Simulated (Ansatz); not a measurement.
Ga$_{2}$O$_{3}$ (corundum)

```yaml
crystal:
  lattice:
    - [2.52897, 1.46010, 4.54140]
    - [-2.52897, 1.46010, 4.54140]
    - [0.00000, -2.92020, 4.54140]
  atoms:
    - { symbol: Ga, position: [0.35584, 0.35584, 0.35584] }
    - { symbol: Ga, position: [0.14416, 0.14416, 0.14416] }
    - { symbol: Ga, position: [0.64416, 0.64416, 0.64416] }
    - { symbol: Ga, position: [0.85584, 0.85584, 0.85584] }
    - { symbol: O, position: [0.55310, 0.94690, 0.25000] }
    - { symbol: O, position: [0.25000, 0.55310, 0.94690] }
    - { symbol: O, position: [0.94690, 0.25000, 0.55310] }
    - { symbol: O, position: [0.44690, 0.05310, 0.75000] }
    - { symbol: O, position: [0.75000, 0.44690, 0.05310] }
    - { symbol: O, position: [0.05310, 0.75000, 0.44690] }
```

The volume is varied about the relaxed value V₀ at fixed cell shape. The atoms relax within the cell's symmetry.

The numbers are results of PBE (plane waves to 420 eV, PAW, scalar-relativistic; Ansatz, a first-principles code), not measurements. k mesh 8×8×8 (Γ-centred), Fermi-Dirac smearing 0.05 eV. Energies are smeared free energies. With the shape held, the modulus is that of even scaling; a crystal free to change shape is softer. Ga2O3 was relaxed with its symmetry unable to fall. The PAW data are Ansatz's earlier set. ΔE is measured from the relaxed starting cell.

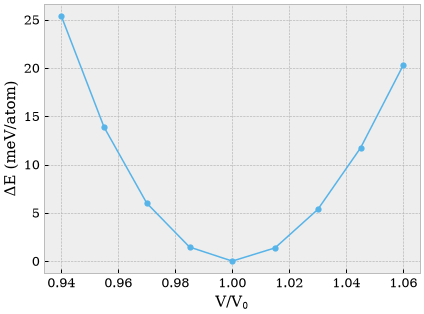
Figure: ΔE (meV/atom) against V/V₀; one marker a computed point.

What is ΔE at V/V₀ = 1.060?

About 20 meV/atom.

What is ΔE at V/V₀ = 0.940?

About 25 meV/atom.

(Under strain, the slope of the energy per volume gives the stress and its curvature an elastic modulus.)
